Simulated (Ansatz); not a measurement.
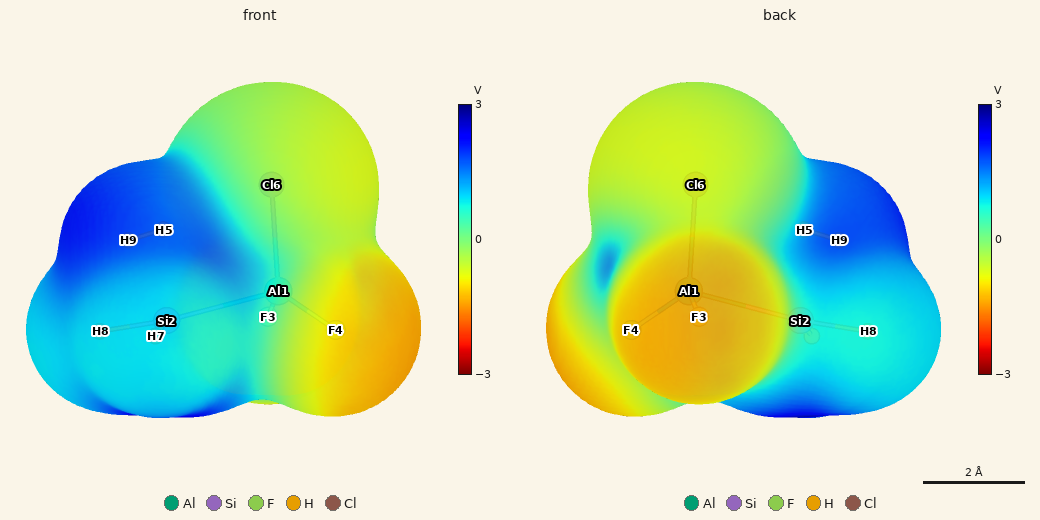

AlClF2H2Si···H2. The molecular electrostatic potential painted on the density surface at 0.001 e/bohr³, seen from the front and from behind; red is negative and blue positive.

The product side of a reaction path; geometry: PBE0-D4/def2-TZVP.

Computed with RKS PBE0-D4/def2-TZVPP (Ansatz).

```yaml
atoms:
  - { symbol: Al, position_ang: [-1.5425, -0.4074, 0.0248] }
  - { symbol: Si, position_ang: [0.8632, 0.0432, -0.7115] }
  - { symbol: F, position_ang: [-1.7142, -2.0420, -0.1408] }
  - { symbol: F, position_ang: [-2.4515, 0.5657, -0.9525] }
  - { symbol: H, position_ang: [0.9917, 0.5279, 1.0284] }
  - { symbol: Cl, position_ang: [-1.3074, 0.2806, 2.0348] }
  - { symbol: H, position_ang: [1.4103, 1.2961, -1.3059] }
  - { symbol: H, position_ang: [2.0078, -0.9117, -0.7473] }
  - { symbol: H, position_ang: [1.7426, 0.6478, 0.7699] }
```

Question: Describe the electrostatic potential map.

Answer: The most negative region (about −1.4 V, or −32 kcal/mol for a unit charge) lies over F3 and F4, the most positive (about +2.6 V, or +60 kcal/mol for a unit charge) over Si2.
